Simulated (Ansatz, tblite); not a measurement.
**SiMe2 (C2H6Si): removing and adding an electron**

Aim: the energy of removing and adding an electron for SiMe2 (C2H6Si), by energy differences, and how well orbital energies stand in for it.

Method: as each input shows; program: Ansatz 0.2.0, Gaussian basis.

The runs, in order: charge +1 doublet, at the geometry of the singlet (PBE0-D4/def2-TZVP, PBE-D4/def2-TZVP, r2SCAN-D4/def2-TZVP, CCSD(T)/def2-TZVPP); charge -1 doublet, at the geometry of the singlet (PBE0-D4/def2-TZVPD, PBE-D4/def2-TZVPD, r2SCAN-D4/def2-TZVPD, CCSD(T)/def2-TZVPD); the starting singlet's energies come from earlier runs.

### 1 The relaxed structure

The singlet was relaxed beforehand with B3LYP-D4/def2-TZVP.

9 atoms, charge 0, spin multiplicity 1.

Atoms are counted from 1 here; the program's logs count them from 0.

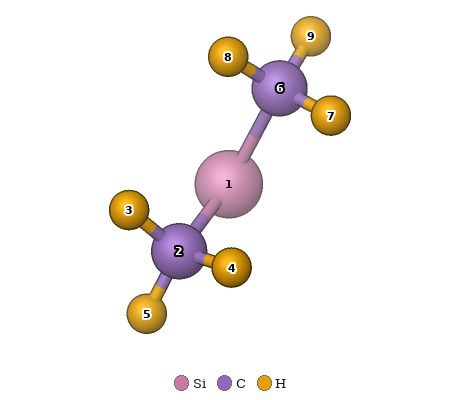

The structure; silicon pink, carbon purple, hydrogen amber; atoms are numbered from 1 in the order of the file.

As a file:

```xyz
9
C2H6Si
Si   -0.0012    0.0090   -1.3026
C     1.4344   -0.0124   -0.0482
H     1.3770   -0.9213    0.5642
H     1.3517    0.8314    0.6476
H     2.4171    0.0213   -0.5191
C    -1.4344    0.0111   -0.0452
H    -1.3811    0.9198    0.5683
H    -1.3456   -0.8329    0.6493
H    -2.4178   -0.0260   -0.5143
```

### 2 Charge +1 doublet at the fixed geometry, first pass, PBE0-D4/def2-SVP

File in.yaml:

```yaml
crystal:
  periodic: [false, false, false]
  atoms:
    - {symbol: Si, position_ang: [-0.001246, 0.008972, -1.302597]}
    - {symbol: C, position_ang: [1.434431, -0.012391, -0.048198]}
    - {symbol: H, position_ang: [1.376996, -0.921292, 0.564191]}
    - {symbol: H, position_ang: [1.351697, 0.831412, 0.647624]}
    - {symbol: H, position_ang: [2.417123, 0.021269, -0.519094]}
    - {symbol: C, position_ang: [-1.434415, 0.011119, -0.045170]}
    - {symbol: H, position_ang: [-1.381147, 0.919804, 0.568304]}
    - {symbol: H, position_ang: [-1.345617, -0.832915, 0.649297]}
    - {symbol: H, position_ang: [-2.417813, -0.025989, -0.514347]}
basis:
  gaussian: {orbitals: def2-SVP}
total_charge: 1
magnetization: {spin_polarized: true, initial_magnetization: 1}
hamiltonian: {xc: pbe0, dispersion: d4}
output: {orbitals: {seedname: orbitals}}
```

On the command line:

```
$ ansatz run in.yaml --threads 4 --pin off --events-out ev --progress --plain --max-ram 3916MiB
```

Output:

```text
Functional definition: PBE0
  name "PBE0"
  cite "Adamo & Barone, J. Chem. Phys. 110, 6158 (1999) doi:10.1063/1.478522"
  cite "Perdew, Burke & Ernzerhof, Phys. Rev. Lett. 77, 3865 (1996) doi:10.1103/PhysRevLett.77.3865"
  parent pbe
  parameter a = 0.25
  parameter kappa = 0.804
  parameter beta = 0.06672455060314922
  exchange = (1 - a)*pbe_x(kappa = kappa, mu = beta*pi^2/3) + a*exact_x
  correlation = pbe_c(beta = beta)
772 factors; integrals over basis functions are off by at most 1.2e-3 eV
mean field evaluation 1: about -10013.9581 eV, gradient 5.6e1 eV
mean field evaluation 2: about -9997.5164 eV, gradient 7.1e1 eV
mean field evaluation 4: about -10029.7929 eV, gradient 2.4e0 eV
mean field evaluation 8: about -10029.9476 eV, gradient 1.0e-1 eV
mean field evaluation 16: about -10029.9478 eV, gradient 7.1e-5 eV
mean field -10029.94778340 eV, -368.5937824973 hartree, gradient 7.5e-5 eV, S^2 0.752732; 0 other end points of the search recorded, 0 dependent functions left out
reference -10029.94780769 eV, -368.5937833897 hartree; 16, 15 occupied and 60, 61 virtual orbitals, 772 factors
Total energy: -10030.05056761 eV, -368.5975597474 hartree
```

Run time: 0.95 s. Hardware: 4 threads of Arm Neoverse V1, shared host.

From the report: HOMO -13.77 eV, LUMO -10.11 eV (over both spins); ⟨S²⟩ 0.753 (pure: 0.75).

### 3 Charge +1 doublet at the fixed geometry, PBE0-D4/def2-TZVP

start.molden holds the orbitals of an earlier run on this state, given as this run's starting guess.

in.yaml, as its differences from that of step 2:

```diff
@@ -13,3 +13,3 @@
 basis:
-  gaussian: {orbitals: def2-SVP}
+  gaussian: {orbitals: def2-TZVP, initial_orbitals: start.molden}
 total_charge: 1
@@ -17,2 +17,3 @@
 hamiltonian: {xc: pbe0, dispersion: d4}
+scf: {omitted_lower_state_checks: [starts]}
 output: {orbitals: {seedname: orbitals}}
```

Same command.

Output:

```text
Functional definition: PBE0
  name "PBE0"
  cite "Adamo & Barone, J. Chem. Phys. 110, 6158 (1999) doi:10.1063/1.478522"
  cite "Perdew, Burke & Ernzerhof, Phys. Rev. Lett. 77, 3865 (1996) doi:10.1103/PhysRevLett.77.3865"
  parent pbe
  parameter a = 0.25
  parameter kappa = 0.804
  parameter beta = 0.06672455060314922
  exchange = (1 - a)*pbe_x(kappa = kappa, mu = beta*pi^2/3) + a*exact_x
  correlation = pbe_c(beta = beta)
these checks for a lower state are left out or cut short: starts
892 factors; their error is unknown
mean field evaluation 1: about -10033.4163 eV, gradient 6.3e1 eV
mean field evaluation 2: about -10035.0348 eV, gradient 1.7e0 eV
mean field evaluation 4: about -10035.0727 eV, gradient 2.1e-1 eV
mean field evaluation 8: about -10035.0728 eV, gradient 9.3e-6 eV
mean field -10035.07282193 eV, -368.7821241893 hartree, gradient 9.3e-6 eV, S^2 0.753345; 0 other end points of the search recorded, 0 dependent functions left out
reference -10035.07285106 eV, -368.7821252597 hartree; 16, 15 occupied and 119, 120 virtual orbitals, 892 factors
Total energy: -10035.17561099 eV, -368.7859016174 hartree
Checks for a lower state left out: starts
```

It took 1.5 s on 4 threads of Arm Neoverse V1, shared host.

Report: HOMO -13.72 eV, LUMO -10.04 eV (over both spins); ⟨S²⟩ 0.753 (pure: 0.75).

### 4 Charge +1 doublet at the fixed geometry, PBE-D4/def2-TZVP

in.yaml, as its differences from that of step 3:

```diff
@@ -16,3 +16,3 @@
 magnetization: {spin_polarized: true, initial_magnetization: 1}
-hamiltonian: {xc: pbe0, dispersion: d4}
+hamiltonian: {xc: pbe, dispersion: d4}
 scf: {omitted_lower_state_checks: [starts]}
```

Launched as before.

Output:

```text
Functional definition: PBE
  name "PBE"
  cite "Perdew, Burke & Ernzerhof, Phys. Rev. Lett. 77, 3865 (1996) doi:10.1103/PhysRevLett.77.3865"
  parent pbe
  parameter kappa = 0.804
  parameter beta = 0.06672455060314922
  exchange = pbe_x(kappa = kappa, mu = beta*pi^2/3)
  correlation = pbe_c(beta = beta)
these checks for a lower state are left out or cut short: starts
876 factors; their error is unknown
mean field evaluation 1: about -10033.9139 eV, gradient 5.7e0 eV
mean field evaluation 2: about -10033.9842 eV, gradient 8.8e-2 eV
mean field evaluation 4: about -10033.9593 eV, gradient 4.4e-4 eV
mean field -10033.95930069 eV, -368.7412030384 hartree, gradient 8.7e-6 eV, S^2 0.752042; 0 other end points of the search recorded, 0 dependent functions left out
reference -10033.95933933 eV, -368.7412044584 hartree; 16, 15 occupied and 119, 120 virtual orbitals, 876 factors
Total energy: -10034.08281981 eV, -368.7457422825 hartree
Checks for a lower state left out: starts
```

Wall time 1.2 s (4 threads of Arm Neoverse V1, shared host).

From the report: HOMO -12.47 eV, LUMO -10.96 eV (over both spins); ⟨S²⟩ 0.752 (pure: 0.75).

### 5 Charge +1 doublet at the fixed geometry, r2SCAN-D4/def2-TZVP

in.yaml, as its differences from that of step 4:

```diff
@@ -16,3 +16,3 @@
 magnetization: {spin_polarized: true, initial_magnetization: 1}
-hamiltonian: {xc: pbe, dispersion: d4}
+hamiltonian: {xc: r2scan, dispersion: d4}
 scf: {omitted_lower_state_checks: [starts]}
```

Launched as before.

Output:

```text
Functional definition: r2SCAN
  name "r2SCAN"
  cite "Furness, Kaplan, Ning, Perdew & Sun, J. Phys. Chem. Lett. 11, 8208 (2020) doi:10.1021/acs.jpclett.0c02405"
  cite "Furness, Kaplan, Ning, Perdew & Sun, J. Phys. Chem. Lett. 11, 9248 (2020) doi:10.1021/acs.jpclett.0c03077"
  parent r2scan
  parameter k0 = 0.174
  parameter k1 = 0.065
  parameter a1 = 4.9479
  exchange = r2scan_x(k0 = k0, k1 = k1, a1 = a1)
  correlation = r2scan_c
these checks for a lower state are left out or cut short: starts
876 factors; their error is unknown
mean field evaluation 1: about -10039.0004 eV, gradient 3.6e0 eV
mean field evaluation 2: about -10039.0284 eV, gradient 3.7e-2 eV
mean field evaluation 4: about -10039.0065 eV, gradient 2.4e-4 eV
mean field -10039.00650855 eV, -368.9266845062 hartree, gradient 2.3e-5 eV, S^2 0.754561; 0 other end points of the search recorded, 0 dependent functions left out
reference -10039.00652216 eV, -368.9266850064 hartree; 16, 15 occupied and 119, 120 virtual orbitals, 876 factors
Total energy: -10039.03498979 eV, -368.9277311726 hartree
Checks for a lower state left out: starts
```

Wall time 2.9 s (4 threads of Arm Neoverse V1, shared host).

From the report: HOMO -12.86 eV, LUMO -10.53 eV (over both spins); ⟨S²⟩ 0.755 (pure: 0.75).

### 6 Charge +1 doublet at the fixed geometry, CCSD(T)/def2-TZVPP

in.yaml, as its differences from that of step 5:

```diff
@@ -13,7 +13,7 @@
 basis:
-  gaussian: {orbitals: def2-TZVP, initial_orbitals: start.molden}
+  gaussian: {orbitals: def2-TZVPP, initial_orbitals: start.molden}
 total_charge: 1
 magnetization: {spin_polarized: true, initial_magnetization: 1}
-hamiltonian: {xc: r2scan, dispersion: d4}
-scf: {omitted_lower_state_checks: [starts]}
+correlation: {method: ccsd_t}
+scf: {omitted_lower_state_checks: [starts, cluster_reference]}
 output: {orbitals: {seedname: orbitals}}
```

Launched as before.

Output:

```text
Functional definition: HF
  name "HF"
  cite "Fock, Z. Phys. 61, 126 (1930) doi:10.1007/BF01340294"
  parent pbe
  exchange = exact_x
  correlation = 0
these checks for a lower state are left out or cut short: starts, cluster_reference
1067 factors; integrals over basis functions are off by at most 1.0e-3 eV
mean field evaluation 1: about -10010.1914 eV, gradient 1.6e1 eV
mean field evaluation 2: about -10010.7450 eV, gradient 6.4e-1 eV
mean field evaluation 4: about -10010.7551 eV, gradient 5.3e-2 eV
mean field evaluation 8: about -10010.7551 eV, gradient 2.4e-6 eV
mean field -10010.75514809 eV, -367.8884661586 hartree, gradient 2.4e-6 eV, S^2 0.761345; 0 other end points of the search recorded, 0 dependent functions left out
7 core orbitals not correlated: weight in the atoms' cores, before any rotation towards them, 1.000 or more for the frozen orbitals, at most 0.000 for the correlated occupied ones
reference -10010.75514809 eV, -367.8884661586 hartree; 9, 8 occupied and 172, 173 virtual orbitals, 1067 factors
second order -11.65732609 eV of doubles, -0.00000000 eV of singles
cycle   1  -12.36096502 eV  change   -7.0e-1 eV  update   7.6e-2
cycle   2  -12.69883537 eV  change   -3.4e-1 eV  update   2.6e-2
cycle   3  -12.75695749 eV  change   -5.8e-2 eV  update   1.2e-2
cycle   4  -12.75276021 eV  change    4.2e-3 eV  update   4.6e-3
cycle   5  -12.75245080 eV  change    3.1e-4 eV  update   2.0e-3
cycle   6  -12.75263020 eV  change   -1.8e-4 eV  update   7.7e-4
cycle   7  -12.75275185 eV  change   -1.2e-4 eV  update   2.6e-4
cycle   8  -12.75286339 eV  change   -1.1e-4 eV  update   9.7e-5
cycle   9  -12.75286412 eV  change   -7.3e-7 eV  update   3.0e-5
cycle  10  -12.75286263 eV  change    1.5e-6 eV  update   1.0e-5
perturbative correction -0.50122113 eV, -0.0184195367 hartree
Total energy: -10024.00923184 eV, -368.3755447526 hartree
Checks for a lower state left out: starts, cluster_reference
```

It took 4.7 min on 4 threads of Arm Neoverse V1, shared host; peak memory 1.9 GiB.

Hartree-Fock HOMO -16.88 eV, LUMO -6.16 eV (over both spins); ⟨S²⟩ 0.761 (pure: 0.75); T1 0.015.

### 7 Vertical ionisation energy

Charged state less starting state, singlet to doublet; the starting state's energies are those of its earlier runs.

Differences are taken before rounding.

```csv
method,vertical ionisation energy (eV),from CCSD(T)/def2-TZVPP (eV),time
HF/def2-TZVPP,7.16,-1.09,
PBE-D4/def2-TZVP,8.01,-0.24,2 s
r2SCAN-D4/def2-TZVP,7.95,-0.30,4.4 s
PBE0-D4/def2-TZVP,8.05,-0.19,2.4 s
MP2/def2-TZVPP,8.10,-0.15,
CCSD/def2-TZVPP,8.21,-0.04,
CCSD(T)/def2-TZVPP,8.25,0,5 min
```

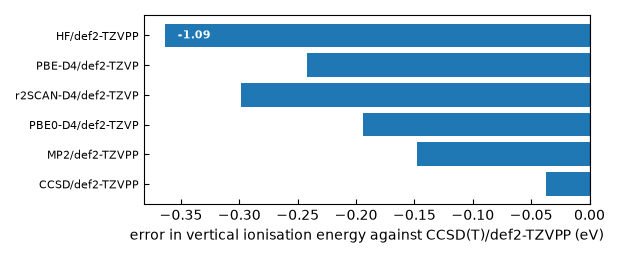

How far each level lands from CCSD(T)/def2-TZVPP. Bars with a number in them are cut short.

Times add the two runs; a level without a time comes out of a correlated run. The closed-shell reference under CCSD(T)/def2-TZVPP is unstable towards broken spin symmetry, which adds to the doubt on it.

Beside −ε(HOMO) of the starting state:

```csv
level,−ε(HOMO) (eV),by difference (eV),mismatch (eV)
PBE-D4/def2-TZVP,4.91,8.01,-3.10
r2SCAN-D4/def2-TZVP,5.08,7.95,-2.87
PBE0-D4/def2-TZVP,5.93,8.05,-2.12
```

(Part 1 of 2 ends here.)
